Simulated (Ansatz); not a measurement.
# GaClF (quartet): wave-function methods side by side at a displaced geometry (v2), cc-pVDZ

How much of the correlation energy of GaClF (quartet) does each wave-function method recover here?

The runs use Ansatz 0.2.0, Gaussian basis; cc-pVDZ, core rule «outside noble gas», up to 20 orbitals frozen.

To be run: UHF; CCSD(T) on ROHF; CCSD(T) on UHF; BCCD(T) on ROHF; CISD as a restricted active space (open shells left free, so some higher excitations enter); CCSDT(Q) on ROHF; CCSDT(Q) on UHF.

44 further runs of the same task are left out: 16 for a known fault of the program, 12 that didn't finish, 16 set aside as unsound or not needed. Runs told in other sessions of the task aren't counted.

## 1. The system

The geometry is a PBE0/def2-TZVP stationary point (not a proven minimum) with its atoms shifted at random (size 0.100 Å). No spin-orbit coupling is included. The filled d shell of Ga may be among the frozen orbitals whatever the setting's name suggests.

3 atoms, charge 0, spin multiplicity 4.

Atoms are counted from 1 here; the program's logs count them from 0.

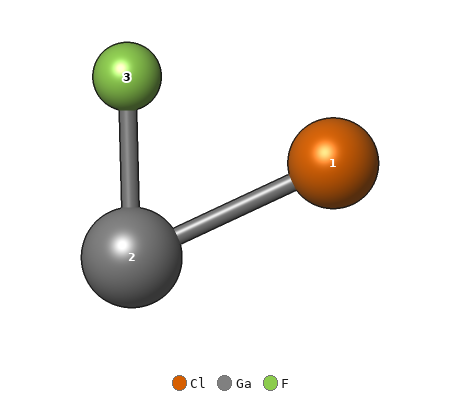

The structure; chlorine orange, gallium grey, fluorine green; atoms are numbered from 1 in the order of the file.

Coordinates:

```xyz
3
ClFGa
Cl    0.1061    0.2227    1.5600
Ga   -0.0588    0.2896   -0.7747
F     0.0178   -1.4783   -0.0679
```

In the tables R marks a restricted open-shell determinant and U an unrestricted one; energies count from the table's Hartree-Fock row.

## 2. UHF

The input, in.yaml:

```yaml
crystal:
  periodic: [false, false, false]
  atoms:
    - {symbol: Cl, position_ang: [0.106078, 0.222714, 1.559995]}
    - {symbol: Ga, position_ang: [-0.058796, 0.289575, -0.774740]}
    - {symbol: F, position_ang: [0.017824, -1.478331, -0.067863]}
basis:
  gaussian: {orbitals: cc-pVDZ}
magnetization: {spin_polarized: true, initial_magnetization: 3}
hamiltonian: {xc: hf}
output: {orbitals: {seedname: orbitals}}
```

Launch:

```
$ ansatz run in.yaml --threads 1 --pin off --events-out ev --progress --plain --max-ram 2393MiB
```

Output:

```text
Functional definition: HF
  name "HF"
  cite "Fock, Z. Phys. 61, 126 (1930) doi:10.1007/BF01340294"
  parent pbe
  exchange = exact_x
  correlation = 0
654 factors; integrals over basis functions are off by at most 4.4e-4 eV
mean field evaluation 1: about -67537.8736 eV, gradient 1.7e1 eV
mean field evaluation 2: about -67537.9248 eV, gradient 1.7e1 eV
mean field evaluation 4: about -67539.9719 eV, gradient 3.1e0 eV
mean field evaluation 8: about -67540.2274 eV, gradient 5.9e-1 eV
mean field evaluation 16: about -67540.2470 eV, gradient 2.5e-5 eV
mean field evaluation 32: about -67540.1243 eV, gradient 6.6e-1 eV
mean field evaluation 64: about -67539.8252 eV, gradient 1.7e0 eV
mean field evaluation 96: about -67538.5215 eV, gradient 4.8e0 eV
mean field evaluation 128: about -67535.9503 eV, gradient 5.5e0 eV
mean field evaluation 160: about -67539.4420 eV, gradient 7.7e-1 eV
mean field evaluation 192: about -67519.3070 eV, gradient 3.7e1 eV
mean field -67540.24702518 eV, -2482.0582977518 hartree, gradient 2.7e-5 eV, S^2 3.763860; 5 other end points of the search recorded, 0 dependent functions left out
reference -67540.24702518 eV, -2482.0582977518 hartree; 30, 27 occupied and 29, 32 virtual orbitals, 654 factors
Total energy: -67540.24702518 eV, -2482.0582977518 hartree
```

Run time: 7 s. Hardware: 1 thread of Arm Neoverse V1, shared host.

From the report: ⟨S²⟩ of the determinant 3.764 (pure quartet: 3.75).

## 3. CCSD(T) on ROHF

Changes to in.yaml since step 2:

```diff
@@ -8,4 +8,3 @@
   gaussian: {orbitals: cc-pVDZ}
-magnetization: {spin_polarized: true, initial_magnetization: 3}
-hamiltonian: {xc: hf}
-output: {orbitals: {seedname: orbitals}}
+magnetization: {spin_polarized: false, initial_magnetization: 3}
+correlation: {method: ccsd_t, electrons: outside_noble_gas}
```

Same command.

Output, shortened:

```text
Functional definition: HF
  name "HF"
  cite "Fock, Z. Phys. 61, 126 (1930) doi:10.1007/BF01340294"
  parent pbe
[...]
654 factors; integrals over basis functions are off by at most 4.4e-4 eV
[...]
mean field -67540.06873379 eV, -2482.0517456641 hartree, gradient 8.3e-6 eV, S^2 3.750000; 19 other end points of the search recorded, 0 dependent functions left out
[...]
determinant -67540.06873379 eV, -2482.0517456641 hartree, with singles and doubles -67550.11966791 eV, -2482.4211106801 hartree
determinant -67539.31734514 eV, -2482.0241326403 hartree, with singles and doubles -67549.15399558 eV, -2482.3856228764 hartree
determinant -67538.94075550 eV, -2482.0102932264 hartree, with singles and doubles -67549.02482678 eV, -2482.3808760107 hartree
determinant -67538.56557075 eV, -2481.9965054413 hartree, with singles and doubles -67547.85652495 eV, -2482.3379417105 hartree
[...]
determinant -67538.06882106 eV, -2481.9782502268 hartree, with singles and doubles -67547.97950780 eV, -2482.3424612468 hartree
determinant -67537.37005212 eV, -2481.9525709417 hartree, with singles and doubles -67547.43689416 eV, -2482.3225205633 hartree
determinant -67537.34219082 eV, -2481.9515470578 hartree, with singles and doubles -67546.73418625 eV, -2482.2966965238 hartree
20 core orbitals not correlated, not the lowest: weight in the atoms' cores, before any rotation towards them, 0.951 or more for the frozen orbitals, at most 0.044 for the correlated occupied ones
reference -67540.06873379 eV, -2482.0517456641 hartree; 10, 7 occupied and 29, 32 virtual orbitals, 654 factors
second order -9.35988733 eV of doubles, -0.09877186 eV of singles
cycle   1  -10.05469640 eV  change   -3.8e-3 eV  update   6.9e-3
[...]
cycle  12  -10.06911281 eV  change    1.4e-5 eV  update   7.1e-6
perturbative correction -0.23492847 eV, -0.0086334622 hartree
Total energy: -67550.37277508 eV, -2482.4304121971 hartree
```

Run time: 39 s. Hardware: 1 thread of Arm Neoverse V1, shared host.

From the report: correlation -10.3040 eV; T1 0.043; largest double amplitude 0.04.

## 4. CCSD(T) on UHF

Changes to in.yaml since step 3:

```diff
@@ -8,3 +8,3 @@
   gaussian: {orbitals: cc-pVDZ}
-magnetization: {spin_polarized: false, initial_magnetization: 3}
+magnetization: {spin_polarized: true, initial_magnetization: 3}
 correlation: {method: ccsd_t, electrons: outside_noble_gas}
```

Same command.

Output, shortened:

```text
Functional definition: HF
  name "HF"
  cite "Fock, Z. Phys. 61, 126 (1930) doi:10.1007/BF01340294"
  parent pbe
[...]
654 factors; integrals over basis functions are off by at most 4.4e-4 eV
[...]
mean field -67540.24702518 eV, -2482.0582977518 hartree, gradient 7.2e-6 eV, S^2 3.763860; 24 other end points of the search recorded, 0 dependent functions left out
determinant -67540.24702518 eV, -2482.0582977518 hartree, with singles and doubles -67550.14601805 eV, -2482.4220790297 hartree
determinant -67539.46834351 eV, -2482.0296817281 hartree, with singles and doubles -67549.17297176 eV, -2482.3863202384 hartree
determinant -67539.12360262 eV, -2482.0170127339 hartree, with singles and doubles -67549.04904642 eV, -2482.3817660661 hartree
determinant -67538.71988419 eV, -2482.0021763555 hartree, with singles and doubles -67547.87794562 eV, -2482.3387289056 hartree
[...]
determinant -67537.50789359 eV, -2481.9576365225 hartree, with singles and doubles -67546.75616692 eV, -2482.2975042986 hartree
determinant -67536.76301906 eV, -2481.9302628882 hartree, with singles and doubles -67546.93755939 eV, -2482.3041703490 hartree
determinant -67536.29960357 eV, -2481.9132326831 hartree, with singles and doubles -67545.34444054 eV, -2482.2456243110 hartree
20 core orbitals not correlated, not the lowest: weight in the atoms' cores, before any rotation towards them, 0.949 or more for the frozen orbitals, at most 0.046 for the correlated occupied ones
reference -67540.24702518 eV, -2482.0582977518 hartree; 10, 7 occupied and 29, 32 virtual orbitals, 654 factors
second order -9.31133569 eV of doubles, -0.00000000 eV of singles
cycle   1  -9.90193648 eV  change   -2.9e-3 eV  update   5.8e-3
[...]
cycle  12  -9.91207590 eV  change    7.4e-6 eV  update   6.9e-6
perturbative correction -0.23013850 eV, -0.0084574339 hartree
Total energy: -67550.38923959 eV, -2482.4310172565 hartree
```

Wall time 48 s (1 thread of Arm Neoverse V1, shared host).

From the report: ⟨S²⟩ of the determinant 3.764 (pure quartet: 3.75); correlation -10.1422 eV; T1 0.036; largest double amplitude 0.05.

## 5. BCCD(T) on ROHF

Changes to in.yaml since step 4:

```diff
@@ -8,3 +8,3 @@
   gaussian: {orbitals: cc-pVDZ}
-magnetization: {spin_polarized: true, initial_magnetization: 3}
-correlation: {method: ccsd_t, electrons: outside_noble_gas}
+magnetization: {spin_polarized: false, initial_magnetization: 3}
+correlation: {method: bccd_t, electrons: outside_noble_gas}
```

Launched as before.

Output, shortened:

```text
Functional definition: HF
  name "HF"
  cite "Fock, Z. Phys. 61, 126 (1930) doi:10.1007/BF01340294"
  parent pbe
[...]
654 factors; integrals over basis functions are off by at most 4.4e-4 eV
[...]
mean field -67540.06873379 eV, -2482.0517456641 hartree, gradient 8.3e-6 eV, S^2 3.750000; 19 other end points of the search recorded, 0 dependent functions left out
[...]
determinant -67540.06873379 eV, -2482.0517456641 hartree, with singles and doubles -67550.11966791 eV, -2482.4211106801 hartree
determinant -67539.31734514 eV, -2482.0241326403 hartree, with singles and doubles -67549.15399558 eV, -2482.3856228764 hartree
determinant -67538.94075550 eV, -2482.0102932264 hartree, with singles and doubles -67549.02482678 eV, -2482.3808760107 hartree
determinant -67538.56557075 eV, -2481.9965054413 hartree, with singles and doubles -67547.85652495 eV, -2482.3379417105 hartree
[...]
determinant -67538.06882106 eV, -2481.9782502268 hartree, with singles and doubles -67547.97950780 eV, -2482.3424612468 hartree
determinant -67537.37005212 eV, -2481.9525709417 hartree, with singles and doubles -67547.43689416 eV, -2482.3225205633 hartree
determinant -67537.34219082 eV, -2481.9515470578 hartree, with singles and doubles -67546.73418625 eV, -2482.2966965238 hartree
20 core orbitals not correlated, not the lowest: weight in the atoms' cores, before any rotation towards them, 0.951 or more for the frozen orbitals, at most 0.044 for the correlated occupied ones
reference -67540.06873379 eV, -2482.0517456641 hartree; 10, 7 occupied and 29, 32 virtual orbitals, 654 factors
second order -9.35988733 eV of doubles, -0.09877186 eV of singles
cycle   1  -10.01062601 eV  change    4.0e-2 eV  update   3.4e-2
[...]
cycle  15  -10.03539294 eV  change    6.4e-6 eV  update   1.4e-5
perturbative correction -0.27339229 eV, -0.0100469813 hartree
Total energy: -67550.37751902 eV, -2482.4305865336 hartree
```

Run time: 39 s. Hardware: 1 thread of Arm Neoverse V1, shared host.

From the report: correlation -10.3088 eV; largest double amplitude 0.04.

## 6. CISD as a restricted active space (open shells left free, so some higher excitations enter)

Changes to in.yaml since step 5:

```diff
@@ -9,2 +9,2 @@
 magnetization: {spin_polarized: false, initial_magnetization: 3}
-correlation: {method: bccd_t, electrons: outside_noble_gas}
+correlation: {active_space: {ras: {orbitals: [7, 3, 29], electrons: 17, max_holes: 2, max_particles: 2}, fixed_orbitals: true}}
```

Launched as before.

Output, shortened:

```text
Functional definition: HF
  name "HF"
  cite "Fock, Z. Phys. 61, 126 (1930) doi:10.1007/BF01340294"
  parent pbe
[...]
654 factors; integrals over basis functions are off by at most 4.4e-4 eV
[...]
mean field -67540.06873379 eV, -2482.0517456641 hartree, gradient 8.3e-6 eV, S^2 3.750000; 17 other end points of the search recorded, 0 dependent functions left out
reference -67540.06873379 eV, -2482.0517456641 hartree; 30, 27 occupied and 29, 32 virtual orbitals, 654 factors
state -67547.97800928 eV, -2482.3424061769 hartree
Total energy: -67547.97800928 eV, -2482.3424061769 hartree
```

It took 51 s on 1 thread of Arm Neoverse V1, shared host.

From the report: 271,120 determinants.

## 7. CCSDT(Q) on ROHF

Changes to in.yaml since step 6:

```diff
@@ -9,2 +9,2 @@
 magnetization: {spin_polarized: false, initial_magnetization: 3}
-correlation: {active_space: {ras: {orbitals: [7, 3, 29], electrons: 17, max_holes: 2, max_particles: 2}, fixed_orbitals: true}}
+correlation: {method: ccsdt_q, electrons: outside_noble_gas}
```

The command is unchanged.

Output, shortened:

```text
Functional definition: HF
  name "HF"
  cite "Fock, Z. Phys. 61, 126 (1930) doi:10.1007/BF01340294"
  parent pbe
[...]
1151 factors; integrals over basis functions are off by at most 1.7e-7 eV
[...]
mean field -67540.06908215 eV, -2482.0517584660 hartree, gradient 6.4e-6 eV, S^2 3.750000; 21 other end points of the search recorded, 0 dependent functions left out
[...]
determinant -67540.06908215 eV, -2482.0517584660 hartree, with singles and doubles -67550.12003634 eV, -2482.4211242194 hartree
determinant -67539.31770891 eV, -2482.0241460086 hartree, with singles and doubles -67549.15438812 eV, -2482.3856373023 hartree
determinant -67538.94110258 eV, -2482.0103059812 hartree, with singles and doubles -67549.02519458 eV, -2482.3808895269 hartree
determinant -67538.56590792 eV, -2481.9965178320 hartree, with singles and doubles -67547.85688663 eV, -2482.3379550017 hartree
[...]
determinant -67538.06918177 eV, -2481.9782634824 hartree, with singles and doubles -67547.97989654 eV, -2482.3424755327 hartree
determinant -67537.37040119 eV, -2481.9525837700 hartree, with singles and doubles -67547.43728752 eV, -2482.3225350189 hartree
determinant -67537.34252653 eV, -2481.9515593951 hartree, with singles and doubles -67546.73454159 eV, -2482.2967095823 hartree
20 core orbitals not correlated, not the lowest: weight in the atoms' cores, before any rotation towards them, 0.951 or more for the frozen orbitals, at most 0.044 for the correlated occupied ones
reference -67540.06908215 eV, -2482.0517584660 hartree; 10, 7 occupied and 29, 32 virtual orbitals, 1151 factors
second order -9.35991404 eV of doubles, -0.09877097 eV of singles
cycle   1  -9.62362179 eV  change   -1.6e-1 eV  update   1.2e-1
[...]
cycle  28  -10.34331537 eV  change    5.3e-7 eV  update   1.6e-6
perturbative correction -0.02131575 eV, -0.0007833394 hartree
Total energy: -67550.43371327 eV, -2482.4326516343 hartree
```

Wall time 2.4 min (1 thread of Arm Neoverse V1, shared host); peak memory 1.1 GiB.

From the report: correlation -10.3646 eV; T1 0.046; largest double amplitude 0.07.

## 8. CCSDT(Q) on UHF

Changes to in.yaml since step 7:

```diff
@@ -8,3 +8,3 @@
   gaussian: {orbitals: cc-pVDZ}
-magnetization: {spin_polarized: false, initial_magnetization: 3}
+magnetization: {spin_polarized: true, initial_magnetization: 3}
 correlation: {method: ccsdt_q, electrons: outside_noble_gas}
```

Launched as before.

Output, shortened:

```text
Functional definition: HF
  name "HF"
  cite "Fock, Z. Phys. 61, 126 (1930) doi:10.1007/BF01340294"
  parent pbe
[...]
1151 factors; integrals over basis functions are off by at most 1.7e-7 eV
[...]
mean field -67540.24737070 eV, -2482.0583104491 hartree, gradient 6.4e-6 eV, S^2 3.763860; 24 other end points of the search recorded, 0 dependent functions left out
determinant -67540.24737070 eV, -2482.0583104491 hartree, with singles and doubles -67550.14638635 eV, -2482.4220925646 hartree
determinant -67539.46870668 eV, -2482.0296950743 hartree, with singles and doubles -67549.17336444 eV, -2482.3863346690 hartree
determinant -67539.12394687 eV, -2482.0170253849 hartree, with singles and doubles -67549.04941346 eV, -2482.3817795546 hartree
determinant -67538.72021933 eV, -2482.0021886717 hartree, with singles and doubles -67547.87830260 eV, -2482.3387420241 hartree
[...]
determinant -67537.50822694 eV, -2481.9576487728 hartree, with singles and doubles -67546.75651816 eV, -2482.2975172063 hartree
determinant -67536.76338982 eV, -2481.9302765135 hartree, with singles and doubles -67546.93795302 eV, -2482.3041848146 hartree
determinant -67536.29996814 eV, -2481.9132460809 hartree, with singles and doubles -67545.34484168 eV, -2482.2456390526 hartree
20 core orbitals not correlated, not the lowest: weight in the atoms' cores, before any rotation towards them, 0.949 or more for the frozen orbitals, at most 0.046 for the correlated occupied ones
reference -67540.24737070 eV, -2482.0583104491 hartree; 10, 7 occupied and 29, 32 virtual orbitals, 1151 factors
second order -9.31136037 eV of doubles, -0.00000000 eV of singles
cycle   1  -9.49486300 eV  change   -1.8e-1 eV  update   1.1e-1
[...]
cycle  27  -10.18082626 eV  change   -3.6e-7 eV  update   1.9e-6
perturbative correction -0.03145794 eV, -0.0011560581 hartree
Total energy: -67550.45965490 eV, -2482.4336049714 hartree
```

Run time: 2.4 min. Hardware: 1 thread of Arm Neoverse V1, shared host; peak memory 0.82 GiB.

From the report: ⟨S²⟩ of the determinant 3.764 (pure quartet: 3.75); correlation -10.2123 eV; T1 0.038; largest double amplitude 0.07.

## 9. All levels against the top one

No level here is safe as a reference; RCCSDT(Q) serves as a yardstick only. Rows without a time are mean-field rows or come out of runs for another level: lower rungs of the coupled-cluster runs, or the Hartree-Fock search.

Differences are taken before rounding.

```tsv
method	energy from the lowest ROHF (meV)	from RCCSDT(Q) (meV)	time
ROHF	0.0	+10365.0	
UHF	-178.3	+10186.7	
RMP2	-9458.7	+906.3	
UMP2	-9489.6	+875.4	
RCCSD	-10069.1	+295.9	
UCCSD	-10090.4	+274.6	
RCCSD(T)	-10304.0	+60.9	39 s
UCCSD(T)	-10320.5	+44.5	48 s
BCCD(T)	-10308.8	+56.2	39 s
RCCSDT	-10343.7	+21.3	
UCCSDT	-10359.5	+5.5	
RCCSDT(Q)	-10365.0	0	2.4 min
UCCSDT(Q)	-10390.9	-25.9	2.4 min
```

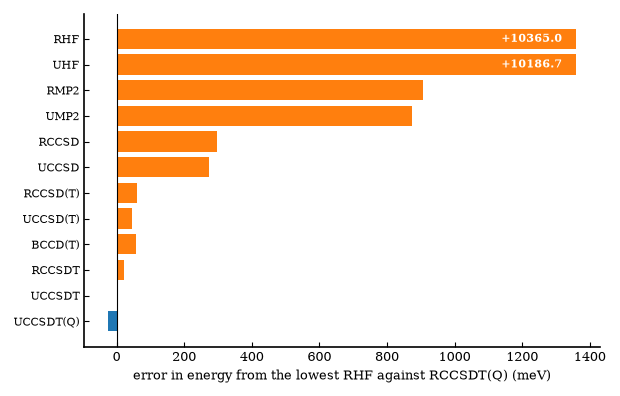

How far each level lands from RCCSDT(Q). Bars with a number in them are cut short.

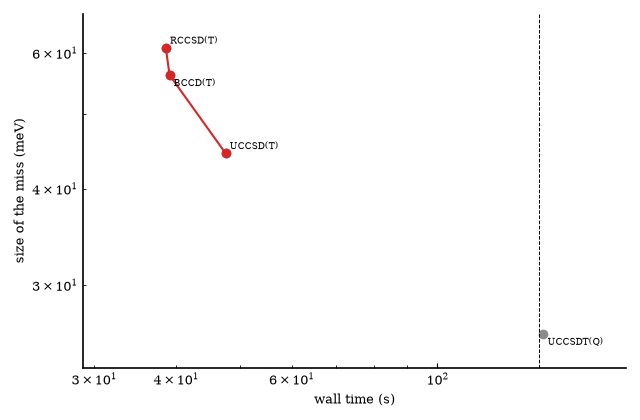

Miss against cost. Red marks the levels that no quicker level drawn beats (of those quicker than the yardstick), and the dashed line is the time of RCCSDT(Q). Times are from a shared host.

Not comparable, so not listed: CISD as a restricted active space (open shells left free, so some higher excitations enter) (they don't share determinant, frozen orbitals or solution with the rows shown, or repeat one).

## 10. Summary of results

| quantity | value |
| --- | --- |
| RCCSDT(Q) from the ROHF energy | -10.3650 eV |
| RMP2 from RCCSDT(Q) | +906.3 meV |
| UMP2 from RCCSDT(Q) | +875.4 meV |
| RCCSD from RCCSDT(Q) | +295.9 meV |
| RCCSD(T) from RCCSDT(Q) | +60.9 meV |
| UCCSD(T) from RCCSDT(Q) | +44.5 meV |
| UCCSDT(Q) from RCCSDT(Q) | -25.9 meV |
| T1 diagnostic | 0.043 |

**Reading.** RCCSD(T) lands +60.9 meV from the yardstick (0.6 % of the correlation energy).
